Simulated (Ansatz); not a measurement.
**FH₆N₃Zr···HF: density, localisation and related maps**

The calculation's input:

```
crystal:
  periodic: [false, false, false]
  atoms:
    - { symbol: Zr, position_ang: [0.0, 0.0, 0.0] }
    - { symbol: F, position_ang: [0.0, 0.0, 2.33] }
    - { symbol: "N", position_ang: [2.084, 0.0, -0.7359] }
    - { symbol: H, position_ang: [2.5823, -0.918, -0.9166] }
    - { symbol: H, position_ang: [2.5853, 0.918, -0.9082] }
    - { symbol: "N", position_ang: [-1.0409, 1.8034, -0.7359] }
    - { symbol: H, position_ang: [-2.061, 1.7482, -1.0186] }
    - { symbol: H, position_ang: [-0.5204, 2.7241, -0.8065] }
    - { symbol: F, position_ang: [-0.9326, -1.6157, -0.6593] }
    - { symbol: "N", position_ang: [-2.3819, 0.0076, 0.7915] }
    - { symbol: H, position_ang: [-3.1038, -0.5979, 0.3057] }
    - { symbol: H, position_ang: [-2.666, 0.6163, 1.6115] }
    - { symbol: H, position_ang: [-1.3611, 0.0043, 1.9863] }
basis:
  gaussian: { orbitals: def2-SVP }
hamiltonian:
  xc: pbe
  dispersion: d4
relax:
  f_tol: 0.15
  max_steps: 25
  restrain:
    - { distance: [0, 9], at: 2.21, k: 30.0 }
    - { distance: [12, 1], at: 0.92, k: 30.0 }
    - { distance: [0, 1], at: 3.18, k: 30.0 }
    - { distance: [12, 9], at: 2.26, k: 30.0 }
output:
  orbitals: {}
```

Launched as:

```sh
ansatz run input.yaml --threads 4 --pin off --max-ram 5120MiB --backend cpu --events-out ev --progress --plain --runs-dir out
```

The fields are those of the run's last geometry, not of the input's.

Core potentials replace the inner electrons of Zr; not at a stationary point (largest force 1.3 eV/Å).

These are results of Ansatz 0.2.0, RKS PBE-D4/def2-SVP, not measurements.

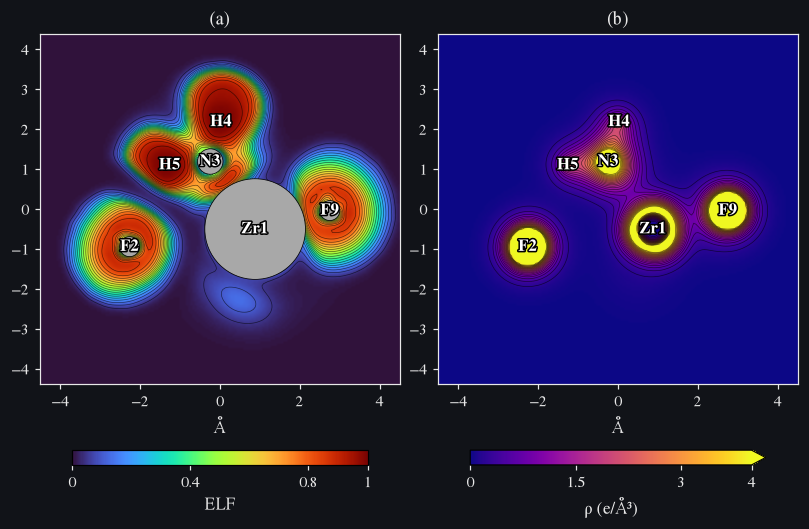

Figure 1. (a) ELF; (b) electron density on the plane of atoms H4, N3 and H5. Grey discs cover the atomic cores in the ELF map.

What do the fields say about this system?

The section cuts through Zr, F, N and H sites. Zr–F (1.93 Å): ρ is about 0.87 e/Å³ halfway; the ELF peaks at about 0.85 in the valence shell of F, 0.5 Å from its nucleus, and drops to about 0.20 between the two atoms. Zr–N (2.03 Å): the density is about 0.84 e/Å³ at the midpoint; the ELF peaks at about 0.90 in the valence shell of N, 0.6 Å from its nucleus, and drops to about 0.30 between the two atoms. N–H (1.03 Å): the density is about 2.7 e/Å³ at the midpoint; the ELF climbs to about 1 towards the hydrogen, as it does in any bond to H (an ordinary covalent bond to hydrogen). The ELF also peaks beside F2, away from the bonds: lone-pair regions.

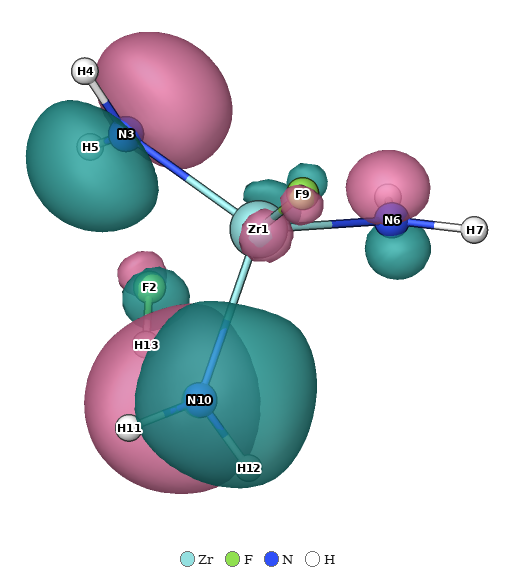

Figure 2. One frontier orbital at ±0.1 Å⁻³ᐟ² (teal and pink are the two phases), seen across its widest extent.

Which orbital is it: HOMO or LUMO?

The HOMO, at −5.43 eV. Its weight (Hirshfeld) is mainly on N10 (about 50 %) and N3 (about 20 %); largely a combination of lone pairs on N10 and N3.

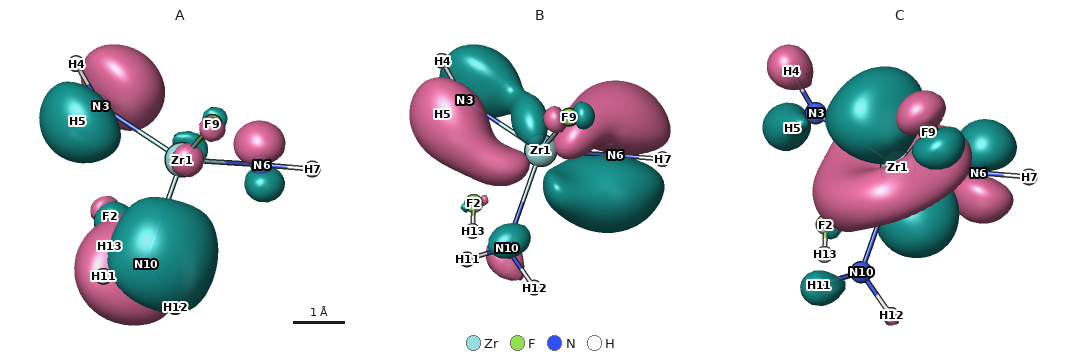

Figure 3. Three frontier orbitals at ±0.1 Å⁻³ᐟ² (teal and pink are the two phases), in no order.

Order the three orbitals by energy and name them.

B is the HOMO−1 (−5.86 eV). It lies mainly on N6 (about 45 %), N3 (about 20 %) and Zr1 (about 15 %). A is the HOMO (−5.43 eV). Its weight (Hirshfeld) is mainly on N10 (about 50 %) and N3 (about 20 %); largely a combination of lone pairs on N10 and N3. C is the LUMO (−1.14 eV). It lies mainly on Zr1 (about 70 %), N6 (about 5 %) and F9 (about 5 %).

What is the HOMO–LUMO gap?

4.29 eV between the orbital energies.
